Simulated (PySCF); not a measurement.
# triplet SeO2 at 6 levels

Aim: a comparison of 6 runs (U-r2SCAN/def2-TZVPP, UBHLYP/def2-TZVPP, UCAM-B3LYP/def2-TZVPP, UM06-2X/def2-TZVPP, UM06-L/def2-TZVPP, UPBE0/def2-TZVPP) of triplet SeO2. Input form: a Python script.

The calculation is run with PySCF 2.14.0.

1 further run of the same task is left out (set aside as unsound or not needed).

## 1. The system as given

SeO2 has 3 atoms, charge 0, and is taken as a triplet. SMILES of the parent species: `O=[Se]=O`. Geometry: relaxed at PBE0-D4/def2-TZVP. That shape belongs to the parent species and isn't relaxed for this state.

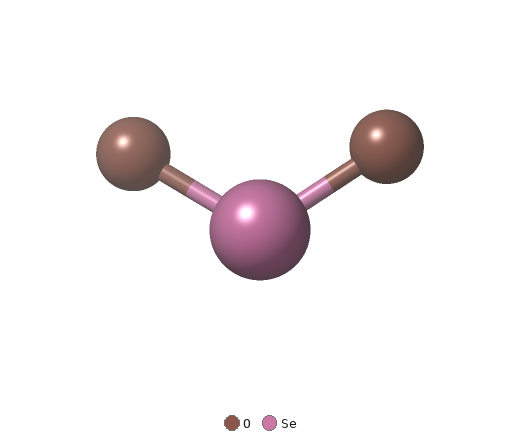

The structure, seen from a chosen angle (oxygen brown, selenium pink).

## 2. The energy at U-r2SCAN/def2-TZVPP (run 1)

Contents of start.xyz:

```xyz
3
O2Se
O      0.450000    -1.291360     0.094840
Se    -0.515880    -0.067700    -0.261270
O      0.065880     1.359070     0.166440
```

Contents of job.py:

```python
from pyscf import gto, dft

mol = gto.M(
    atom='start.xyz',
    verbose=3,
    max_memory=1860,
    spin=2,
    basis='def2-tzvpp',
)

mf = dft.UKS(mol)
mf.xc = 'r2scan'
mf.grids.level = 5
mf.conv_tol = 1e-10
mf.kernel()
if not mf.converged:
    mf = mf.newton().run(mf.mo_coeff, mf.mo_occ)

energy = mf.e_tot
print('Final energy', energy)
```

The run is started by

```bash
OMP_NUM_THREADS=1 python job.py
```

The log of the run:

```text
WARN: HOMO -0.189043813973775 >= LUMO -0.356245451952923

WARN: HOMO -0.112650035747883 >= LUMO -0.137015995355711

WARN: HOMO -0.201638940365612 >= LUMO -0.271606044432658

WARN: HOMO -0.205715480835643 >= LUMO -0.263727454319916

WARN: HOMO -0.206004328038681 >= LUMO -0.264853333932928

WARN: HOMO -0.204068856925922 >= LUMO -0.260951043615487

WARN: HOMO -0.204699165520587 >= LUMO -0.261247896935451

WARN: HOMO -0.20536775290423 >= LUMO -0.261603117200536

WARN: HOMO -0.205198627156236 >= LUMO -0.261260011717242

WARN: HOMO -0.20521218317225 >= LUMO -0.261247184236497

WARN: HOMO -0.205226148449476 >= LUMO -0.261260376456913

WARN: HOMO -0.205222281419857 >= LUMO -0.261256705390934

WARN: HOMO -0.20522212269465 >= LUMO -0.261256439188892

WARN: HOMO -0.205222252964141 >= LUMO -0.261256779056275

converged SCF energy = -2551.84340686643  <S^2> = 2.0186176  2S+1 = 3.0123861
Final energy -2551.843406866431
```

Run time: 64 s. Hardware: 1 thread of Arm Neoverse V1, shared host; peak memory 0.63 GiB.

## 3. A single-point energy at UBHLYP/def2-TZVPP (run 2)

Contents of input.py:

```python
from pyscf import gto, dft

molecule = gto.M(
    atom='O 0.450000 -1.291360 0.094840; Se -0.515880 -0.067700 -0.261270; O 0.065880 1.359070 0.166440',
    spin=2,
    charge=0,
    basis='def2-tzvpp',
    verbose=3,
    max_memory=1860,
)

mf = dft.UKS(molecule, xc='bhandhlyp')
mf.grids.level = 5
mf.conv_tol = 1e-10
mf.kernel()
if not mf.converged:
    mf = mf.newton().run(mf.mo_coeff, mf.mo_occ)

etot = mf.e_tot
print(f'total energy: {etot:.8f} hartree')
```

The run is started by

```bash
OMP_NUM_THREADS=1 python input.py
```

The log of the run:

```text
WARN: HOMO -0.179364594213318 >= LUMO -0.369645797070646

converged SCF energy = -2551.81571075631  <S^2> = 2.0477853  2S+1 = 3.0316895
total energy: -2551.81571076 hartree
```

Wall time 33 s (1 thread of Arm Neoverse V1, shared host); peak memory 0.59 GiB.

Runs 3 to 5 aren't shown in full; the table further down has their settings and results.

## 4. A single-point energy at UPBE0/def2-TZVPP (run 6)

Contents of calc.py:

```python
from pyscf import gto, dft

molecule = gto.M(
    atom='O 0.450000 -1.291360 0.094840; Se -0.515880 -0.067700 -0.261270; O 0.065880 1.359070 0.166440',
    spin=2,
    max_memory=1860,
    verbose=3,
    basis='def2-tzvpp',
    charge=0,
)

mf = dft.UKS(molecule, xc='pbe0')
mf.conv_tol = 1e-10
mf.grids.level = 5
mf.kernel()
if not mf.converged:
    mf = mf.newton().run(mf.mo_coeff, mf.mo_occ)

energy = mf.e_tot
print('Final energy', energy)
```

The run is started by

```bash
OMP_NUM_THREADS=1 python calc.py
```

The log of the run:

```text
WARN: HOMO -0.184745146545161 >= LUMO -0.358810680714249

WARN: HOMO -0.249760711429929 >= LUMO -0.249405594390979

converged SCF energy = -2551.47390547901  <S^2> = 2.0228058  2S+1 = 3.0151655
Final energy -2551.473905479007
```

Run time: 31 s. Hardware: 1 thread of Arm Neoverse V1, shared host; peak memory 0.59 GiB.

## 5. The series

| run | level | energy (Eh) | dipole moment (D) | HOMO energy (eV) | ⟨S²⟩ | wall time |
| --- | --- | --- | --- | --- | --- | --- |
| 1 | U-r2SCAN/def2-TZVPP | -2551.843407 | 1.83 | -5.58 | 2.019 | 64 s |
| 2 | UBHLYP/def2-TZVPP | -2551.815711 | 2.12 | -8.13 | 2.048 | 33 s |
| 3 | UCAM-B3LYP/def2-TZVPP | -2551.988937 | 2.07 | -8.11 | 2.027 | 53 s |
| 4 | UM06-2X/def2-TZVPP | -2551.867869 | 2.19 | -8.08 | 2.031 | 75 s |
| 5 | UM06-L/def2-TZVPP | -2551.830093 | 1.86 | -5.33 | 2.014 | 64 s |
| 6 | UPBE0/def2-TZVPP | -2551.473905 | 1.96 | -6.72 | 2.023 | 31 s |

## 6. Summary of results

| quantity | value |
| --- | --- |
| run 6: total energy | -2551.47391 Eh |
| run 6: dipole moment | 1.96 D |
| run 6: HOMO energy (highest over α and β) | -6.72 eV |
| run 6: LUMO energy (lowest over α and β) | -6.26 eV |
| run 6: ⟨S²⟩ | 2.023 |

What this shows: The dipole moment (its size) runs from 1.83 D (U-r2SCAN/def2-TZVPP) to 2.19 D (UM06-2X/def2-TZVPP). Totals of different functionals can't be ranked against each other. All runs together took 5.3 min, the longest 75 s.
